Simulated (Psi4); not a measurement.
**Run report: B$_{2}$H$_{4}$Cl, energy and gradient calculation**

- system: B$_{2}$H$_{4}$Cl, multiplicity 2
- method: BLYP/6-311+G**, UKS (Psi4 1.11)

The geometry comes from this level: GFN2-xTB.

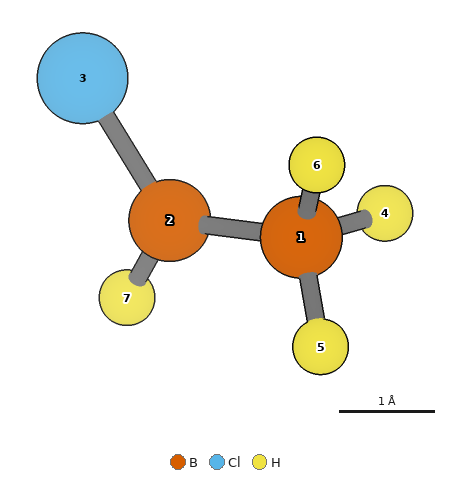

Figure 1. The input geometry (ball-and-stick view, seen at a tilt; atoms are numbered from 1 in the order of the input).

### Summary

- outcome: converged
- total energy: −512.200902 hartree
- basis functions: 98
- largest force: 3.629 eV/Å
- ⟨S²⟩: 0.752
- dipole moment: 2.22 D
- hardware: 1 thread of Intel Xeon (Sapphire Rapids), 16 GiB of memory available, shared host
- wall time: 43 s
- peak memory: 0.72 GiB

### The input (job.dat)
```
memory 1.6 GB

molecule geom {
  0 2
  B
  B 1 R2
  Cl 2 R3 1 A3
  H 1 R4 2 A4 3 D4
  H 1 R5 4 A5 2 D5
  H 1 R6 5 A6 4 D6
  H 2 R7 1 A7 6 D7

  R2 = 1.66499
  R3 = 1.765743
  A3 = 125.40552
  R4 = 1.239615
  A4 = 101.61554
  D4 = -90.66767
  R5 = 1.225842
  A5 = 105.99388
  D5 = 118.92464
  R6 = 1.221096
  A6 = 109.49017
  D6 = -115.48732
  R7 = 1.200173
  A7 = 125.80301
  D7 = -163.42367
  symmetry c1
  no_reorient
  no_com
}

set {
  basis 6-311+G**
  reference uks
  puream true
  e_convergence 1e-09
  d_convergence 1e-08
  scf_type pk
  dft_radial_points 99
  dft_spherical_points 590
  maxiter 200
}

result, w = gradient('blyp', return_wfn=True)
oeprop(w, 'LOWDIN_CHARGES', 'MULLIKEN_CHARGES', 'QUADRUPOLE')
```

Launch command:
```bash
psi4 -i job.dat -o job.out -n 1
```

### The program's output
```
Psi4 1.11 release

gradient() will perform analytic gradient computation.

   => Loading Basis Set <=

    Name: 6-311+G**
    Role: ORBITAL
    Keyword: BASIS

         ---------------------------------------------------------
                                   SCF
                              UKS Reference
                        1 Threads,   1525 MiB Core
         ---------------------------------------------------------

  ==> Geometry <==

    Molecular point group: c1
    Full point group: C1

    Geometry (in Angstrom), charge = 0, multiplicity = 2:

       Center              X                  Y                   Z               Mass
    ------------   -----------------  -----------------  -----------------  -----------------
         B           -0.007298727340     0.807780574619    -1.858354232167    11.009305360000
         B           -0.007298727340     0.807780574619    -0.193364232167    11.009305360000
         CL          -0.007298727340    -0.631427073397     0.829636104071    34.968852682000
         H            1.206847354770     0.821929707715    -2.107942776683     1.007825032230
         H           -0.464885542922     1.833912639855    -2.348615284938     1.007825032230
         H           -0.484169878298    -0.162657471215    -2.425733598904     1.007825032230
         H            0.154914581849     1.767549032818     0.508737312409     1.007825032230

  Running in c1 symmetry.

  Rotational constants: A =      1.35454  B =      0.15945  C =      0.14749 [cm^-1]
  Rotational constants: A =  40607.94135  B =   4780.21267  C =   4421.55052 [MHz]
  Nuclear repulsion =   73.711133982590326

  Charge       = 0
  Multiplicity = 2
  Electrons    = 31
  Nalpha       = 16
  Nbeta        = 15

  ==> Algorithm <==

  SCF Algorithm Type is PK.
  DIIS enabled.
  MOM disabled.
  Fractional occupation disabled.
  Guess Type is SAD.
  Energy threshold   = 1.00e-09
  Density threshold  = 1.00e-08
  Integral threshold = 1.00e-12

  ==> Primary Basis <==

  Basis Set: 6-311+G**
    Blend: 6-311+G**
    Number of shells: 50
    Number of basis functions: 98
    Number of Cartesian functions: 101
    Spherical Harmonics?: true
    Max angular momentum: 2

  ==> DFT Potential <==

   => LibXC <=

    Version 7.1.2

   => Composite Functional: BLYP <=

    BLYP GGA Exchange-Correlation Functional

    Deriv               =              1
    GGA                 =           TRUE
    Meta                =          FALSE

    Exchange Hybrid     =          FALSE
    MP2 Hybrid          =          FALSE

   => Exchange Functionals <=

    1.0000     XC_GGA_X_B88

   => Correlation Functionals <=

    1.0000     XC_GGA_C_LYP

   => LibXC Density Thresholds  <==

    XC_GGA_C_LYP:  1.00E-14
    XC_GGA_X_B88:  1.00E-15

   => Molecular Quadrature <=

    Radial Scheme          =       TREUTLER
    Pruning Scheme         =           NONE
    Nuclear Scheme         =       TREUTLER

    Blocking Scheme        =         OCTREE
    BS radius alpha        =              1
    Pruning alpha          =              1
    Radial Points          =             99
    Spherical Points       =            590
    Total Points           =         392869
    Total Blocks           =           2871
    Max Points             =            256
    Max Functions          =             97
    Weights Tolerance      =       1.00E-15

  ==> Integral Setup <==

  Using in-core PK algorithm.
   Calculation information:
      Number of atoms:                   7
      Number of AO shells:              50
      Number of primitives:             88
      Number of atomic orbitals:       101
      Number of basis functions:        98

      Integral cutoff                 1.00e-12
      Number of threads:                 1

  Performing in-core PK
  Using 23537052 doubles for integral storage.
  We computed 743374 shell quartets total.
  Whereas there are 813450 unique shell quartets.

  ==> DiskJK: Disk-Based J/K Matrices <==

    J tasked:                  Yes
    K tasked:                   No
    wK tasked:                  No
    Memory [MiB]:              703
    Schwarz Cutoff:          1E-12

  Cached 33.3% of DFT collocation blocks in 0.299 [GiB].

  Minimum eigenvalue in the overlap matrix is 1.6755244354E-04.
  Reciprocal condition number of the overlap matrix is 2.1226967583E-05.
    Using symmetric orthogonalization.

  ==> Pre-Iterations <==

  SCF Guess: Superposition of Atomic Densities via on-the-fly atomic UHF (no occupation information).

   -------------------------
    Irrep   Nso     Nmo
   -------------------------
     A         98      98
   -------------------------
    Total      98      98
   -------------------------

  ==> Iterations <==

                        Total Energy        Delta E     RMS |[F,P]|

   @UKS iter SAD:  -511.70148942568693   -5.11701e+02   0.00000e+00
   @UKS iter   1:  -511.35865830573988    3.42831e-01   1.07831e-02 ADIIS/DIIS
   @UKS iter   2:  -504.78164891976849    6.57701e+00   2.11142e-02 ADIIS/DIIS
   @UKS iter   3:  -512.09693258265963   -7.31528e+00   3.60404e-03 ADIIS/DIIS
   @UKS iter   4:  -511.90411459230296    1.92818e-01   5.41979e-03 ADIIS/DIIS
   @UKS iter   5:  -512.19373098558765   -2.89616e-01   1.05514e-03 ADIIS/DIIS
   @UKS iter   6:  -512.19994014822407   -6.20916e-03   3.52828e-04 ADIIS/DIIS
   @UKS iter   7:  -512.20072762995585   -7.87482e-04   1.43589e-04 ADIIS/DIIS
   @UKS iter   8:  -512.20086189910478   -1.34269e-04   7.72986e-05 DIIS
   @UKS iter   9:  -512.20089903244275   -3.71333e-05   1.77163e-05 DIIS
   @UKS iter  10:  -512.20090150829276   -2.47585e-06   5.30048e-06 DIIS
   @UKS iter  11:  -512.20090174311849   -2.34826e-07   2.04516e-06 DIIS
   @UKS iter  12:  -512.20090177913096   -3.60125e-08   1.16709e-06 DIIS
   @UKS iter  13:  -512.20090179197837   -1.28474e-08   2.37479e-07 DIIS
   @UKS iter  14:  -512.20090179276121   -7.82848e-10   1.11501e-07 DIIS
   @UKS iter  15:  -512.20090179286717   -1.05956e-10   2.57252e-08 DIIS
   @UKS iter  16:  -512.20090179287331   -6.13909e-12   1.23341e-08 DIIS
   @UKS iter  17:  -512.20090179287433   -1.02318e-12   3.09576e-09 DIIS
  Energy and wave function converged.

  ==> Post-Iterations <==

   Electrons on quadrature grid:
      Nalpha   =   16.0000002034 ; deviation = 2.034e-07
      Nbeta    =   15.0000002199 ; deviation = 2.199e-07
      Ntotal   =   31.0000004234 ; deviation = 4.234e-07

   @Spin Contamination Metric:   1.830911047E-03
   @S^2 Expected:                7.500000000E-01
   @S^2 Observed:                7.518309110E-01
   @S   Expected:                5.000000000E-01
   @S   Observed:                5.000000000E-01

    Orbital Energies [Eh]
    ---------------------

    Alpha Occupied:

       1A   -100.806820     2A     -9.235478     3A     -7.065909
       4A     -7.062336     5A     -7.060623     6A     -6.631519
       7A     -6.493972     8A     -0.808838     9A     -0.524259
      10A     -0.451994    11A     -0.396969    12A     -0.351402
      13A     -0.340149    14A     -0.290882    15A     -0.283645
      16A     -0.270622

    Alpha Virtual:

      17A     -0.112108    18A     -0.014316    19A      0.006669
      20A      0.017241    21A      0.028885    22A      0.033933
      23A      0.048886    24A      0.057715    25A      0.064566
      26A      0.072754    27A      0.080538    28A      0.092263
      29A      0.094017    30A      0.111484    31A      0.125705
      32A      0.150254    33A      0.164167    34A      0.186158
      35A      0.201205    36A      0.276931    37A      0.304605
      38A      0.316020    39A      0.336084    40A      0.342679
      41A      0.376529    42A      0.406817    43A      0.415962
      44A      0.431367    45A      0.447103    46A      0.470315
      47A      0.486761    48A      0.507856    49A      0.546861
      50A      0.573993    51A      0.594972    52A      0.643498
      53A      0.741873    54A      0.762789    55A      0.780170
      56A      0.806271    57A      0.837367    58A      0.926396
      59A      0.985785    60A      1.062189    61A      1.101330
      62A      1.121413    63A      1.192231    64A      1.237875
      65A      1.308507    66A      1.343754    67A      1.356143
      68A      1.477517    69A      1.556596    70A      1.620411
      71A      1.716162    72A      1.720570    73A      1.756335
      74A      1.829035    75A      1.935178    76A      2.002612
      77A      2.019708    78A      2.037419    79A      2.087274
      80A      2.163916    81A      2.167632    82A      2.212573
      83A      2.352927    84A      2.426889    85A      2.464886
      86A      2.516996    87A      2.567122    88A      2.595799
      89A      2.691628    90A      2.776563    91A      2.891699
      92A      9.525479    93A     14.113199    94A     14.475707
      95A     25.616566    96A     25.688920    97A     26.067873
      98A    214.734835

    Beta Occupied:

       1A   -100.805470     2A     -9.234237     3A     -7.064666
       4A     -7.059952     5A     -7.059033     6A     -6.626923
       7A     -6.490493     8A     -0.802237     9A     -0.504936
      10A     -0.440258    11A     -0.385896    12A     -0.347505
      13A     -0.323954    14A     -0.283096    15A     -0.266327

    Beta Virtual:

      16A     -0.246436    17A     -0.104133    18A     -0.012857
      19A      0.008940    20A      0.019085    21A      0.029691
      22A      0.037035    23A      0.050905    24A      0.058186
      25A      0.065369    26A      0.075821    27A      0.081833
      28A      0.094261    29A      0.095799    30A      0.114363
      31A      0.130998    32A      0.153066    33A      0.167018
      34A      0.194854    35A      0.205652    36A      0.286977
      37A      0.308299    38A      0.319070    39A      0.339642
      40A      0.346616    41A      0.384560    42A      0.415135
      43A      0.420737    44A      0.433728    45A      0.461632
      46A      0.476475    47A      0.494664    48A      0.514387
      49A      0.554829    50A      0.578337    51A      0.604218
      52A      0.658600    53A      0.754822    54A      0.775236
      55A      0.792510    56A      0.811222    57A      0.849895
      58A      0.935384    59A      0.993292    60A      1.078796
      61A      1.112723    62A      1.129415    63A      1.204260
      64A      1.246924    65A      1.328557    66A      1.350403
      67A      1.367568    68A      1.488460    69A      1.567006
      70A      1.630862    71A      1.725472    72A      1.732958
      73A      1.768889    74A      1.843560    75A      1.943499
      76A      2.010182    77A      2.028955    78A      2.046023
      79A      2.095403    80A      2.166596    81A      2.179369
      82A      2.223854    83A      2.363895    84A      2.443590
      85A      2.476528    86A      2.523886    87A      2.582298
      88A      2.611092    89A      2.700242    90A      2.786864
      91A      2.899911    92A      9.528352    93A     14.119238
      94A     14.482318    95A     25.618081    96A     25.695656
      97A     26.069433    98A    214.736338

    Final Occupation by Irrep:
              A
    DOCC [    15 ]
    SOCC [     1 ]
    NA   [    16 ]
    NB   [    15 ]

  @UKS Final Energy:  -512.20090179287433

   => Energetics <=

    Nuclear Repulsion Energy =             73.7111339825903258
    One-Electron Energy =                -849.1248010781813491
    Two-Electron Energy =                 300.9341964049027638
    DFT Exchange-Correlation Energy =     -37.7214311021860809
    Empirical Dispersion Energy =           0.0000000000000000
    VV10 Nonlocal Energy =                  0.0000000000000000
    Total Energy =                       -512.2009017928743333

  UHF NO Occupations:
  HONO-2 :   14  A 1.9998334
  HONO-1 :   15  A 1.9995001
  HONO-0 :   16  A 1.0000000
  LUNO+0 :   17  A 0.0004999
  LUNO+1 :   18  A 0.0001666
  LUNO+2 :   19  A 0.0000862
  LUNO+3 :   20  A 0.0000708

Computation Completed

Properties will be evaluated at   0.000000,   0.000000,   0.000000 [a0]

Properties computed using the SCF density matrix

 Multipole Moments:

 ------------------------------------------------------------------------------------
     Multipole            Electronic (a.u.)      Nuclear  (a.u.)        Total (a.u.)
 ------------------------------------------------------------------------------------

 L = 1.  Multiply by 2.5417464519 to convert [e a0] to [Debye]
 Dipole X            :         -0.2982433            0.4075022            0.1092589
 Dipole Y            :         -3.0846353            3.0316487           -0.0529866
 Dipole Z            :          5.6416318           -4.7778567            0.8637751
 Magnitude           :                                                    0.8722686

 ------------------------------------------------------------------------------------

	total time  =         35 seconds =       0.58 minutes

         ------------------------------------------------------------
                                   SCF GRAD
         ------------------------------------------------------------

  ==> Geometry <==

    Molecular point group: c1
    Full point group: C1

    Geometry (in Angstrom), charge = 0, multiplicity = 2:

       Center              X                  Y                   Z               Mass
    ------------   -----------------  -----------------  -----------------  -----------------
         B           -0.007298727340     0.807780574619    -1.858354232167    11.009305360000
         B           -0.007298727340     0.807780574619    -0.193364232167    11.009305360000
         CL          -0.007298727340    -0.631427073397     0.829636104071    34.968852682000
         H            1.206847354770     0.821929707715    -2.107942776683     1.007825032230
         H           -0.464885542922     1.833912639855    -2.348615284938     1.007825032230
         H           -0.484169878298    -0.162657471215    -2.425733598904     1.007825032230
         H            0.154914581849     1.767549032818     0.508737312409     1.007825032230

  Nuclear repulsion =   73.711133982590326

  ==> Basis Set <==

  Basis Set: 6-311+G**
    Blend: 6-311+G**
    Number of shells: 50
    Number of basis functions: 98
    Number of Cartesian functions: 101
    Spherical Harmonics?: true
    Max angular momentum: 2

  ==> DirectJKGrad: Integral-Direct SCF Gradients <==

    Gradient:                    1
    J tasked:                  Yes
    K tasked:                   No
    wK tasked:                  No
    Integrals threads:           1
    Schwarz Cutoff:          1E-12

  ==> DFT Potential <==

   => LibXC <=

    Version 7.1.2

   => Composite Functional: BLYP <=

    BLYP GGA Exchange-Correlation Functional

    Deriv               =              1
    GGA                 =           TRUE
    Meta                =          FALSE

    Exchange Hybrid     =          FALSE
    MP2 Hybrid          =          FALSE

   => Exchange Functionals <=

    1.0000     XC_GGA_X_B88

   => Correlation Functionals <=

    1.0000     XC_GGA_C_LYP

   => LibXC Density Thresholds  <==

    XC_GGA_C_LYP:  1.00E-14
    XC_GGA_X_B88:  1.00E-15

   => Molecular Quadrature <=

    Radial Scheme          =       TREUTLER
    Pruning Scheme         =           NONE
    Nuclear Scheme         =       TREUTLER

    Blocking Scheme        =         OCTREE
    BS radius alpha        =              1
    Pruning alpha          =              1
    Radial Points          =             99
    Spherical Points       =            590
    Total Points           =         392869
    Total Blocks           =           2871
    Max Points             =            256
    Max Functions          =             97
    Weights Tolerance      =       1.00E-15

  -Total Gradient:
     Atom            X                  Y                   Z
    ------   -----------------  -----------------  -----------------
       1        0.009889999080    -0.005873552470     0.069633425250
       2       -0.016832554354     0.013994265328    -0.038398253619
       3        0.003469722811    -0.000236550824     0.009365928086
       4       -0.004240856639    -0.000440678117    -0.022266166789
       5        0.001209987128     0.000236685174    -0.013617715177
       6        0.003079998539     0.002558014212    -0.015163598864
       7        0.003419785962    -0.010234025709     0.010445756080

	total time  =          6 seconds =       0.10 minutes

Properties will be evaluated at   0.000000,   0.000000,   0.000000 [a0]
OEProp: No title given, name of density matrix used for the following properties is 'SCF alpha density'

 Multipole Moments:

 ------------------------------------------------------------------------------------
     Multipole            Electronic (a.u.)      Nuclear  (a.u.)        Total (a.u.)
 ------------------------------------------------------------------------------------

 L = 1.  Multiply by 2.5417464519 to convert [e a0] to [Debye]
 Dipole X            :         -0.2982433            0.4075022            0.1092589
 Dipole Y            :         -3.0846353            3.0316487           -0.0529866
 Dipole Z            :          5.6416318           -4.7778567            0.8637751
 Magnitude           :                                                    0.8722686

 L = 2.  Multiply by 1.3450342976 to convert [e a0^2] to [Debye ang]
 Quadrupole XX       :        -27.4573526            6.9009272          -20.5564254
 Quadrupole XY       :         -1.6710419            1.8260494            0.1550076
 Quadrupole XZ       :          0.1562681           -0.8103286           -0.6540605
 Quadrupole YY       :        -94.2492812           73.1800037          -21.0692775
 Quadrupole YZ       :         79.5080776          -78.3426475            1.1654301
 Quadrupole ZZ       :       -185.1849937          161.6185294          -23.5664642
 Traceless XX        :         74.8398565          -73.6655596            1.1742970
 Traceless YY        :          8.0479280           -7.3864831            0.6614449
 Traceless ZZ        :        -82.8877845           81.0520427           -1.8357419

 ------------------------------------------------------------------------------------
  Mulliken Charges: (a.u.)
   Center  Symbol    Alpha    Beta     Spin     Total
       1     B     2.79211  2.49161  0.30049 -0.28372
       2     B     2.65223  2.35551  0.29672 -0.00774
       3    CL     8.52928  8.31200  0.21728  0.15872
       4     H     0.51741  0.44380  0.07360  0.03879
       5     H     0.49977  0.49738  0.00239  0.00286
       6     H     0.50652  0.49211  0.01441  0.00136
       7     H     0.50269  0.40758  0.09512  0.08973

   Total alpha = 16.00000, Total beta = 15.00000, Total charge =  0.00000

  Lowdin Charges: (a.u.)
   Center  Symbol    Alpha    Beta     Spin     Total
       1     B     2.87398  2.52915  0.34483 -0.40313
       2     B     2.71352  2.41988  0.29364 -0.13340
       3    CL     8.44574  8.23859  0.20714  0.31567
       4     H     0.47953  0.42352  0.05601  0.09696
       5     H     0.48748  0.47984  0.00764  0.03268
       6     H     0.49324  0.47656  0.01668  0.03020
       7     H     0.50652  0.43246  0.07406  0.06103

  Total alpha = 16.00000, Total beta = 15.00000, Total charge =  0.00000

    Psi4 run time: 0:00:41.65
```

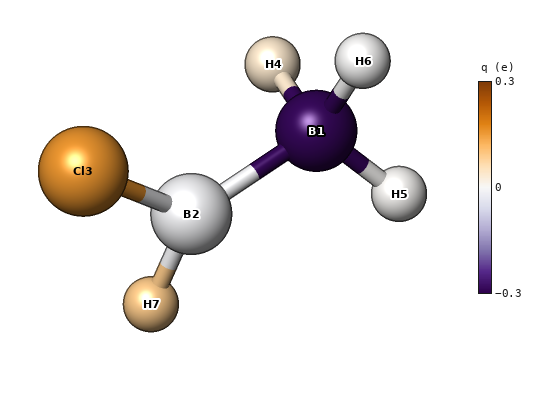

Figure 2. Mulliken charges, as the colour of each atom (ball-and-stick view, seen at a tilt; atoms are numbered from 1 in the order of the input). By element: B −0.28 to −0.01, Cl +0.16 and H 0.00 to +0.09 e.
